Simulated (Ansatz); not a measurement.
**Nudged elastic band of C3H7NO (part 2 of 2)**

C3H7NO; RKS revPBE/def2-SVP (Ansatz 0.2.0). The run did not end well. It belongs to a series of runs on one base structure; here: band between the two ends.

Geometry of the input (Å):
```
C  -1.1170  1.4535  0.6160
N  -1.1380  0.2832  1.1305
C  -0.0031  -0.6086  0.9583
O  1.0541  -0.2009  0.1018
C  0.8942  -0.5783  -1.2605
H  -1.9862  2.1225  0.7797
H  -0.2684  1.8557  0.0158
H  -0.4111  -1.6001  0.6434
H  0.4411  -0.7474  1.9700
H  1.7793  -0.2010  -1.8104
H  -0.0204  -0.1459  -1.7296
H  0.8523  -1.6876  -1.3811
```

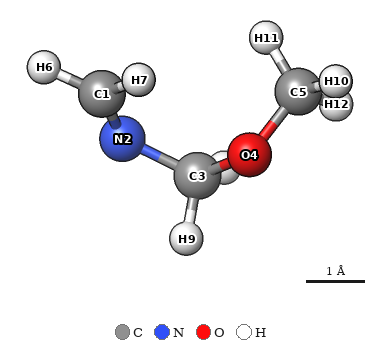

Figure 1. The input geometry (ball-and-stick view, seen at a tilt; atoms are numbered from 1 in the order of the input).

```
Unfinished report: {"positions_ang":[[-1.6111817579932308,1.126764482776036,0.4501445990811],[-0.905527248440327,0.5353820502920293,1.331749800897479],[0.03162383514663329,-0.5506989120934095,0.9712677395455785],[1.2129582406438137,-0.11856328411034055,0.3170311103940063],[1.3081461769426854,-0.34403043356776536,-1.0799602594583364],[-2.300374082939323,1.9334916667516402,0.7866736163803761],[-1.6222594636930143,0.9204527840455923,-0.6517833976343878],[-0.4928938610502185,-1.3484279733432358,0.3848086221092176],[0.36458432052391815,-0.9952195764580709,1.9328147842539691],[2.350215642048385,-0.09896875541425249,-1.3711317966842058],[0.6241658787675723,0.2960964128534103,-1.6864505582408205],[1.1174413200431073,-1.4112764617316347,-1.3512642606439753]],"unchecked":["starts","cluster_reference","orbital_swaps","neighbouring_geometries","increment"],"mean_field":{"relativity":"none","state":{"energy":{"ev":-6753.522396695668,"hartree":-248.18737037667077},"converged":true,"gradient_ev":9.54263588507138e-6,"stability":{"kind":"minimum","curvature_ev":102.04210463086544},"curvature_floor_ev":0.00030000000000000003,"spin_squared":-7.105427357601002e-15},"others":[],"fillings":{"estimated":0,"unestimated":0,"tried":0,"untried":0,"excluded_magnetic_sites":0},"n_dropped_functions":0,"n_trapped_functions":0,"passes":{"evaluations":4,"products":29},"factors":{"origin":"density fitting in generated functions","count":1195,"bound_ev":null},"gradient_stop_ev":0.00009,"reference_kind":"stationary","functional":{"name":"revPBE","citations":["Zhang & Yang, Phys. Rev. Lett. 80, 890 (1998) doi:10.1103/PhysRevLett.80.890","Perdew, Burke & Ernzerhof, Phys. Rev. Lett. 77, 3865 (1996) doi:10.1103/PhysRevLett.77.3865"],"text":"name \"revPBE\"\ncite \"Zhang & Yang, Phys. Rev. Lett. 80, 890 (1998) doi:10.1103/PhysRevLett.80.890\"\ncite \"Perdew, Burke & Ernzerhof, Phys. Rev. Lett. 77, 3865 (1996) doi:10.1103/PhysRevLett.77.3865\"\nparameter kappa = 1.245\nparameter beta = 0.06672455060314922\nexchange = pbe_x(kappa = kappa, mu = beta*pi^2/3)\ncorrelation = pbe_c(beta = beta)\n","parameters":{"beta":{"value":0.06672455060314922,"default":0.06672455060314922},"kappa":{"value":1.245,"default":1.245}},"final_grid":{"core_spheres":13.0,"valence_spheres":11.0,"degree":36.0},"final_grid_parameter_source":"default","radial_points_factor":1.0,"radial_grid_error_ev":3.302647371798941e-7,"grid_sensitivity":"normal","grid_sensitivity_ratio":0.001870803151768979},"unsmoothed_excess_ev":-0.000039140849299886164,"symmetry":{"irreps":["A"],"axes":[[0.973207869682191,0.1761303099338737,0.14779904029204316],[-0.17895519302608012,0.9838393445666019,0.005931523561246949],[-0.14436578984527404,-0.03222201119354284,0.9889996262471453]],"occupied":[{"A":20},{"A":20}]},"density_repulsion":{"missed_ev":0.00010732593191558288,"excess_ev":0.00010732593191558288,"most_excess_ev":0.00052,"are_drawn_again":false,"n_first_factors":1195,"energy_change_ev":0.0,"n_dropped_ends":0},"direct_passes":"host"},"factors":{"origin":"density fitting in generated functions","count":1195,"bound_ev":null},"n_frozen":0,"n_occupied":[20,20],"n_virtual":[85,85],"reference":{"ev":-6753.522396695668,"hartree":-248.18737037667077},"total":{"ev":-6753.522396695668,"hartree":-248.18737037667077},"forces_ev_per_angstrom":[[-0.05843864236218174,0.055033980236348146,-0.10500040852462507],[0.1074287212346972,-0.06029426414278479,0.12042217442053339],[-0.006429431448518125,0.01652456043971287,0.0061877888464679275],[-0.009715537042770958,0.01650081709142925,0.016190848791574456],[-0.02001129568133441,0.018042448591710294,0.00635905297645163],[0.04109307034643107,-0.004483744199189594,-0.06071451302752983],[0.05234060190136764,-0.09029063249071637,0.02310776616756329],[-0.02020064886238676,0.039882645041378915,-0.02602284142474238],[-0.007941865605942058,-0.04009107326321126,-0.008547441606543965],[-0.023930181334392377,0.015741687490069857,-0.003913782273929446],[-0.026742226144275256,0.015663750346951444,0.015226160963997027],[-0.027452564997650516,0.017769824859212167,0.016705194691516368]],"charge_distribution":{"dipole_moment_e_ang":[-0.15113357633149618,-0.15542778943700783,-0.4533850910067014],"mulliken_charges_e":[0.02319647288211435,-0.2207308969811379,0.28623850893675407,-0.36596531937496657,0.14449312865196173,0.046011059496169016,0.01659981154647716,-0.006139169980347248,0.0192380648298921,0.034110912890295,0.011702751499953146,0.011244675602795517],"lowdin_charges_e":[0.015351362792907608,0.024471453110317398,0.03623262494920354,0.013773981668002477,0.08013830434014135,-0.015501950730028025,-0.028353357135773027,-0.02658454891692008,-0.029637891533780047,-0.013671188150336189,-0.03152043171557728,-0.024698358678214793]},"n_threads":2,"memory_gib":2.556818182580173,"seconds":{"hamiltonian":1.358222443,"orbitals":0.0,"second_order":0.0,"solver_start":0.0,"cycles":0.0,"cycle":0.0,"perturbative":0.0,"full_ci_increment":0.0,"forces":0.0}}
this run last wrote the band of iteration 60 to [file]
Error: NEB band did not converge after 60 iterations: max|band force component| = 1.04e0 eV/Å (threshold 5.0e-2); raise `neb.max_iterations` in a new run, which can start from the last band evaluated (`neb.initial_path`, with `crystal.atoms` and `neb.final_atoms` set to its first and last images), add images, or start from endpoints closer to local minima. Where this run's directory can be resumed (`checkpoint.write`), a resume goes on for up to `neb.max_iterations` more; to start a new run from the last band, take its images' positions from the `neb_iteration` event of iteration 60 (`data.images[].positions_ang`), in the event stream of the run that computed that iteration (not this run's, if it was resumed behind it). With `checkpoint.write`, `steps/00-neb/state/checkpoint.json` in the run directory holds the last saved band, under `neb.evaluated.images[].positions_ang` (a band under a hybrid functional on support functions is neither saved nor resumed: `neb.initial_path` says where its path is): check the last entry of `neb.iterations` there, which is earlier than 60 if that iteration was not saved or its write failed. If the band's step has no `state` directory and holds `state.next`, a write was cut short, and the file is under `state.next` instead (behind a loss of power it can be under `state.prev`)
this run wrote the band of iteration 60 to [file] as well, whether or not its events were kept: a new run's `neb.initial_path` can list its `images[].positions_ang`
a run's events are kept only if it was started with --events-out <file>, and are in that file
```

The last band as extended XYZ (Å, eV, eV/Å)
```
12
Properties=species:S:1:pos:R:3:forces:R:3 image=0 energy=-6753.87641
C    -1.1170    1.4535    0.6160    0.0018  -0.0005  -0.0002
N    -1.1380    0.2832    1.1305    0.0025  -0.0029  -0.0004
C    -0.0031   -0.6086    0.9583    0.0025  -0.0024  -0.0103
O     1.0541   -0.2009    0.1018   -0.0068  -0.0027  -0.0014
C     0.8942   -0.5783   -1.2605    0.0003  -0.0027   0.0058
H    -1.9862    2.1225    0.7797   -0.0018   0.0017   0.0006
H    -0.2684    1.8557    0.0158    0.0003  -0.0005   0.0014
H    -0.4111   -1.6001    0.6434    0.0019   0.0053   0.0027
H     0.4411   -0.7474    1.9700   -0.0006   0.0014   0.0006
H     1.7793   -0.2010   -1.8104    0.0012   0.0011   0.0002
H    -0.0204   -0.1459   -1.7296   -0.0015   0.0013  -0.0004
H     0.8523   -1.6876   -1.3811    0.0003   0.0010   0.0015
12
Properties=species:S:1:pos:R:3:forces:R:3 image=1 energy=-6753.83031
C    -1.2606    1.4216    0.5934   -0.0012   0.1067  -0.0624
N    -1.1115    0.3260    1.2296   -0.0188  -0.1482   0.0283
C    -0.0068   -0.5750    0.9640   -0.0113   0.0081  -0.0019
O     1.0538   -0.1397    0.1236   -0.0257   0.0299  -0.0081
C     1.0194   -0.5681   -1.2299   -0.0213   0.0066  -0.0046
H    -2.1157    2.0765    0.8633   -0.0052  -0.0303  -0.0534
H    -0.5951    1.7815   -0.2257    0.1066   0.0201   0.0885
H    -0.4603   -1.5254    0.5892    0.0355  -0.0253   0.0100
H     0.4491   -0.8061    1.9534    0.0032   0.0361   0.0051
H     1.9872   -0.2750   -1.6855   -0.0227   0.0081  -0.0097
H     0.1995   -0.0949   -1.8195   -0.0281  -0.0143  -0.0147
H     0.9178   -1.6764   -1.3219   -0.0109   0.0025   0.0230
12
Properties=species:S:1:pos:R:3:forces:R:3 image=2 energy=-6753.69090
C    -1.3886    1.3485    0.5557   -0.3416   1.0411  -0.7951
N    -1.0641    0.3879    1.3025    0.3620  -1.0992   0.6633
C     0.0001   -0.5587    0.9746   -0.0868   0.0872  -0.0119
O     1.0828   -0.1108    0.1693   -0.0682   0.0541   0.0122
C     1.1334   -0.5213   -1.1870   -0.0403   0.0087  -0.0277
H    -2.2017    2.0347    0.8940    0.0508  -0.1321  -0.0972
H    -0.9525    1.5886   -0.4498    0.1652   0.0254   0.2135
H    -0.5020   -1.4562    0.5353    0.0373  -0.0276   0.0251
H     0.4442   -0.8778    1.9428    0.0124   0.0584   0.0201
H     2.1524   -0.2833   -1.5571   -0.0329   0.0061  -0.0082
H     0.3987    0.0130   -1.8339   -0.0340  -0.0252  -0.0323
H     0.9742   -1.6196   -1.3124   -0.0239   0.0033   0.0381
12
Properties=species:S:1:pos:R:3:forces:R:3 image=3 energy=-6753.55738
C    -1.5044    1.2511    0.4995   -0.2865   0.4783  -0.4998
N    -0.9935    0.4565    1.3431    0.2826  -0.5471   0.4478
C     0.0129   -0.5551    0.9792   -0.0431   0.0547  -0.0002
O     1.1413   -0.1089    0.2412   -0.0600   0.0569   0.0108
C     1.2298   -0.4420   -1.1338   -0.0359   0.0138  -0.0193
H    -2.2539    1.9927    0.8626    0.0236  -0.0892  -0.0707
H    -1.3040    1.2865   -0.6036    0.1759   0.0281   0.0998
H    -0.5148   -1.3971    0.4648    0.0135  -0.0105   0.0168
H     0.4128   -0.9490    1.9375    0.0232   0.0132   0.0132
H     2.2694   -0.2166   -1.4510   -0.0325   0.0065  -0.0065
H     0.5395    0.1526   -1.7775   -0.0309  -0.0120  -0.0251
H     1.0417   -1.5259   -1.3282   -0.0302   0.0073   0.0333
12
Properties=species:S:1:pos:R:3:forces:R:3 image=4 energy=-6753.52236
C    -1.6112    1.1268    0.4501   -0.0584   0.0550  -0.1050
N    -0.9055    0.5354    1.3317    0.1074  -0.0603   0.1204
C     0.0316   -0.5507    0.9713   -0.0064   0.0165   0.0062
O     1.2130   -0.1186    0.3170   -0.0097   0.0165   0.0162
C     1.3081   -0.3440   -1.0800   -0.0200   0.0180   0.0064
H    -2.3004    1.9335    0.7867    0.0411  -0.0045  -0.0607
H    -1.6223    0.9205   -0.6518    0.0523  -0.0903   0.0231
H    -0.4929   -1.3484    0.3848   -0.0202   0.0399  -0.0260
H     0.3646   -0.9952    1.9328   -0.0079  -0.0401  -0.0085
H     2.3502   -0.0990   -1.3711   -0.0239   0.0157  -0.0039
H     0.6242    0.2961   -1.6865   -0.0267   0.0157   0.0152
H     1.1174   -1.4113   -1.3513   -0.0275   0.0178   0.0167
12
Properties=species:S:1:pos:R:3:forces:R:3 image=5 energy=-6753.61871
C    -1.7011    0.9909    0.4185    0.0153  -0.0176  -0.0072
N    -0.7996    0.6274    1.2466    0.0825   0.0639   0.0092
C     0.0518   -0.5387    0.9496   -0.0009   0.0094  -0.0013
O     1.2935   -0.1680    0.3807    0.0256  -0.0285   0.0248
C     1.3773   -0.2418   -1.0335   -0.0079   0.0158   0.0164
H    -2.3390    1.8640    0.6771    0.0620   0.0329  -0.0739
H    -1.9165    0.5102   -0.5707   -0.0360  -0.1702   0.0522
H    -0.4680   -1.3063    0.3145   -0.0355   0.0679  -0.0485
H     0.2943   -1.0019    1.9300   -0.0448  -0.0500  -0.0152
H     2.4243    0.0025   -1.3037   -0.0139   0.0226  -0.0004
H     0.7079    0.4763   -1.5650   -0.0244   0.0321   0.0486
H     1.1519   -1.2697   -1.4102   -0.0220   0.0220  -0.0046
12
Properties=species:S:1:pos:R:3:forces:R:3 image=6 energy=-6753.72950
C    -1.7808    0.8559    0.4052    0.0199  -0.0121   0.0038
N    -0.7280    0.6874    1.1087    0.0477   0.0463  -0.0229
C     0.0722   -0.5270    0.9137   -0.0006   0.0071  -0.0049
O     1.3583   -0.2355    0.4110    0.0182  -0.0362   0.0111
C     1.4415   -0.1399   -1.0024   -0.0022   0.0075   0.0100
H    -2.3999    1.7631    0.5706    0.0372   0.0178  -0.0651
H    -2.1420    0.1507   -0.3880   -0.0226  -0.1092   0.0777
H    -0.4439   -1.2949    0.2708   -0.0277   0.0457  -0.0304
H     0.2337   -0.9650    1.9228   -0.0382  -0.0224  -0.0101
H     2.5019    0.0662   -1.2488   -0.0042   0.0136   0.0020
H     0.8189    0.6808   -1.4312   -0.0119   0.0241   0.0416
H     1.1452   -1.0965   -1.4987   -0.0155   0.0175  -0.0129
12
Properties=species:S:1:pos:R:3:forces:R:3 image=7 energy=-6753.79022
C    -1.8635    0.7336    0.4187    0.0102  -0.0045   0.0035
N    -0.6967    0.7124    0.9376    0.0150   0.0188  -0.0179
C     0.0829   -0.5236    0.8530   -0.0004   0.0032  -0.0038
O     1.3996   -0.2974    0.4112    0.0058  -0.0194   0.0014
C     1.5128   -0.0450   -0.9813    0.0005   0.0022   0.0038
H    -2.4797    1.6527    0.5046    0.0096   0.0026  -0.0324
H    -2.3267   -0.1260   -0.1323   -0.0046  -0.0396   0.0473
H    -0.4235   -1.3102    0.2227   -0.0136   0.0182  -0.0116
H     0.1769   -0.9148    1.8900   -0.0158  -0.0050  -0.0047
H     2.5899    0.0955   -1.1986    0.0012   0.0009   0.0018
H     0.9666    0.8726   -1.3014    0.0012   0.0115   0.0203
H     1.1383   -0.9048   -1.5902   -0.0090   0.0110  -0.0076
12
Properties=species:S:1:pos:R:3:forces:R:3 image=8 energy=-6753.80828
C    -1.8977    0.4227    0.7935   -0.0075  -0.0020   0.0045
N    -0.6779    0.7849    0.6904    0.0074  -0.0001  -0.0010
C     0.3635   -0.2328    0.8295   -0.0014   0.0029  -0.0007
O     1.5056    0.0489    0.0619    0.0014  -0.0035   0.0006
C     1.2903   -0.0232   -1.3395   -0.0007   0.0010  -0.0008
H    -2.7003    1.1856    0.7260    0.0005  -0.0004  -0.0019
H    -2.2306   -0.6354    0.9555    0.0015   0.0010  -0.0015
H    -0.0293   -1.2654    0.6052   -0.0010   0.0002   0.0008
H     0.7041   -0.2145    1.8885   -0.0002   0.0003  -0.0001
H     2.2663    0.1643   -1.8289   -0.0007   0.0010  -0.0002
H     0.5605    0.7412   -1.6931   -0.0005  -0.0005   0.0004
H     0.9223   -1.0312   -1.6551    0.0012   0.0000  -0.0003
```

Outcome

| quantity | value |
| --- | --- |
| outcome | not converged |
| barrier, forward (band not converged) | 0.354 eV |
| barrier, backward | 0.286 eV |
| hardware | 2 threads of Arm Neoverse V2, 24 GiB of memory available, shared host |
| wall time | 9.5 min (CPU time 19 min) |
| peak memory | 0.14 GiB |

What went wrong

The run did not converge: “NEB band did not converge after 60 iterations: max|band force component| = 1.04e0 eV/Å (threshold 5.0e-2); raise `neb.max_iterations` in a new run, which can start from the last band evaluated (`neb.initial_path`, with `crystal.atoms` and `neb.final_atoms` set to its first and last images), add images, or start from endpoints closer to local minima …” Its last values are not results.
